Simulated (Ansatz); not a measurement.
BFH₅OSi (SMILES FB[OH+][SiH3]) (charge +1)

```xyz
9

B     0.6353    1.3259    0.3727
F     0.3617    0.0651    0.3611
O    -0.4632    2.1373   -0.0495
Si   -2.1577    1.5254   -0.5814
H     1.6596    1.8513    0.6843
H    -0.2947    3.0974   -0.0540
H    -2.6273    0.8327    0.6340
H    -1.8252    0.6785   -1.7432
H    -2.7736    2.8354   -0.8742
```

Geometry: PBE0-D3(BJ)/def2-SVP.

The calculation used Ansatz, isolated molecule in a Gaussian basis; Kohn-Sham density functional theory, functional PBE0.

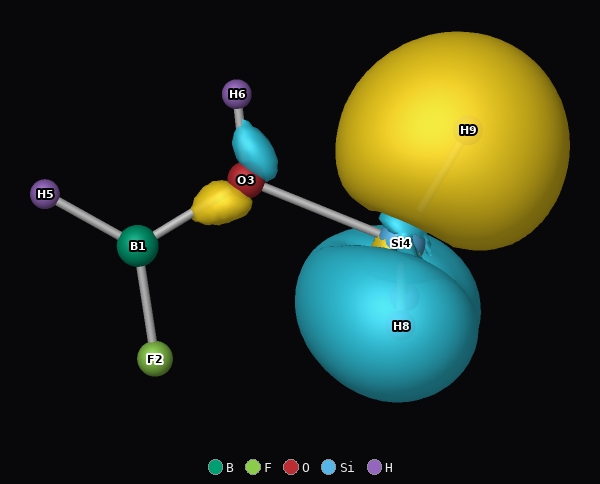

Figure 1. The HOMO−1 at ±0.1 Å⁻³ᐟ² (yellow and cyan are the two phases), seen across its widest extent.

Question: What is the character of this orbital?

Answer: It lies mainly on Si4 (about 45 %), H9 (about 35 %), H7 (about 10 %) and H8 (about 10 %). Its energy is −15.76 eV.

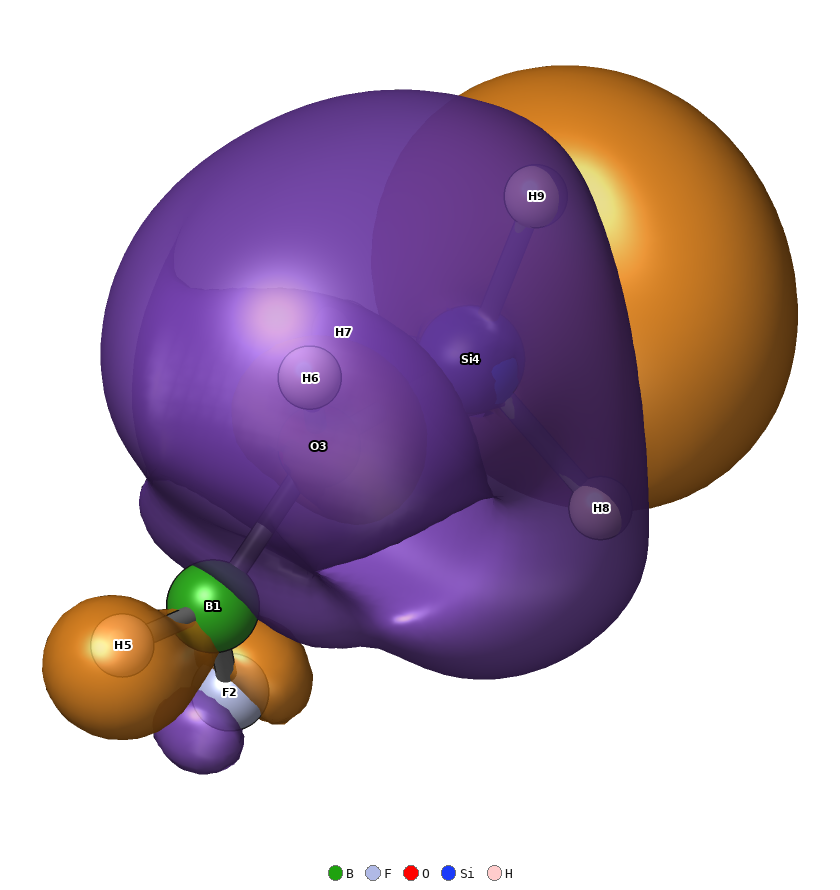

Figure 2. The LUMO at ±0.06 Å⁻³ᐟ² (orange and purple are the two phases), seen at an oblique angle.

Question: What is the character of this orbital?

Answer: Its weight (Hirshfeld) is mainly on Si4 (about 55 %), H6 (about 10 %) and O3 (about 10 %). Its energy is −6.25 eV.
